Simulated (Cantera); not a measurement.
Charge: 1 mol SiC, a varied amount of H2O, 12 mol N2, equilibrated at 1473.15 K and 2.30 mbar.

Cantera equilibrium calculation (NASA polynomials, part measured and part estimated; ideal gas, pure solids and liquids). Candidate condensed phases: C, C6H6, C7H8, C8H18, H2O, Si, SiC, SiO2, Si2N2O, Si3N4; 151 gas species. N2 is the only nitrogen source here; it is nearly inert below about 1500 K, so the nitride shown seldom forms there in practice. Mutual solubility and eutectic melting of coexisting phases are not modelled. Kinetics and transport are ignored.

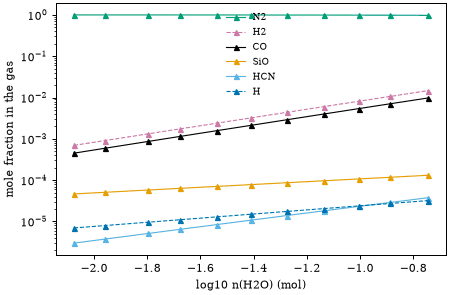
Figure. Equilibrium gas composition (values under 1e-9 drawn at 1e-9)

### Question
Read off the mole fractions at 0.13 mol H2O.

### Answer
N2 about 0.98, H2 about 0.011, CO about 0.0071, SiO about 0.00012, HCN about 2.9e-5, H about 2.7e-5.
